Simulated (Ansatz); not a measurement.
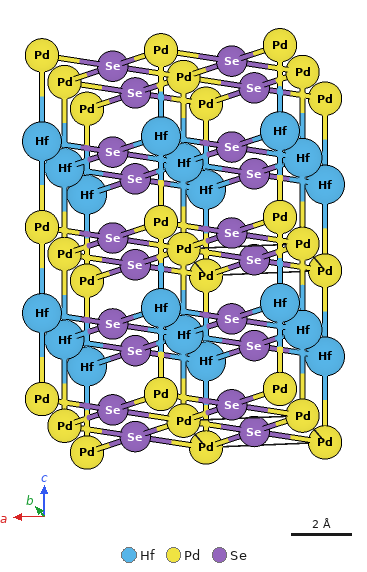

Starting structure of solid HfPdSe2 (a generated structure, set up in P4/mmm) (coarse preliminary run). A ball-and-stick model of the cell of the calculation, repeated 2 × 2 × 2 with one cell outlined, seen from a free direction.

These are results of Ansatz, DFT PBE, scalar-relativistic, plane waves, PAW, not measurements.

The input:
```yaml
crystal:
  lattice:
    - [4.09750534, 0.0, 0.0]
    - [0.0, 4.09750534, 0.0]
    - [0.0, 0.0, 5.96618827]
  atoms:
    - { symbol: Hf, position: [0.0, 0.0, 0.5] }
    - { symbol: Pd, position: [0.0, 0.0, 0.0] }
    - { symbol: Se, position: [0.5, 0.5, 0.5] }
    - { symbol: Se, position: [0.5, 0.5, 0.0] }
basis:
  ecutwfc: 420
kpoints:
  mp_grid: { grid: [4, 4, 4] }
hamiltonian:
  xc: pbe
scf:
  occupations: { method: gaussian, width: 0.1 }
  lower_state_search: "off"
output:
  forces: true
  stress: true
  eigenvalues: true
relax:
  adjacent_minimum: "off"
  f_tol: 0.04
  max_steps: 70
  cell: { stress_tol: 0.4 }
```

Run as
```bash
ansatz run input.yaml --threads 1 --pin off --max-ram 2560MiB --backend cpu --events-out ev --progress --plain --runs-dir out
```

Question: What does the optimiser find from here?

Answer: The energy falls by 220 meV per atom in 6 accepted moves (7 points after the start). All forces vanish by symmetry, so only the cell relaxes. The pressure goes from −12.18 to 0.01 GPa. At 1 point the geometry stayed and the basis and grid were re-selected for the new cell (energy shift of 0.8 meV per atom at most each time). No atom moves by more than 0.005 Å relative to the cell. The volume changes by −17.3 %, with a = b 4.098 → 3.763 Å (−8.2 %), c 5.966 → 5.852 Å (−1.9 %). Near-neighbour distances that change, for instance: Hf1–Se3 2.897 → 2.661 Å, Pd2–Se4 2.897 → 2.661 Å, Hf1–Pd2 2.983 → 2.926 Å. The space group stays P4/mmm (No. 123).

Final geometry:

```
Hf Pd Se
1.0
     3.76345    0.00000    0.00000
     0.00000    3.76345    0.00000
     0.00000    0.00000    5.85218
Hf Pd Se
1 1 2
Direct
  0.00000 0.00000 0.50000
  0.00000 0.00000 0.00000
  0.50000 0.50000 0.50000
  0.50000 0.50000 0.00000
```

The end point in the same view:

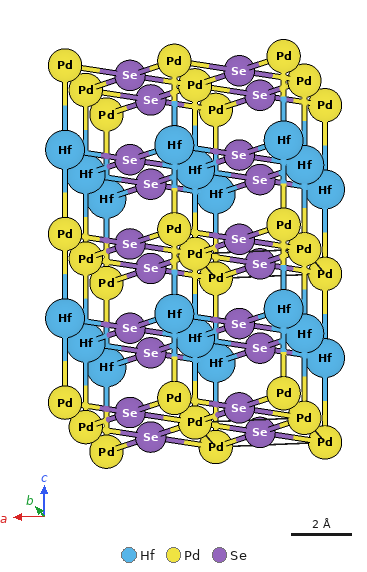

Limits of the set-up: the k-point mesh is coarse for a cell with partly filled bands.
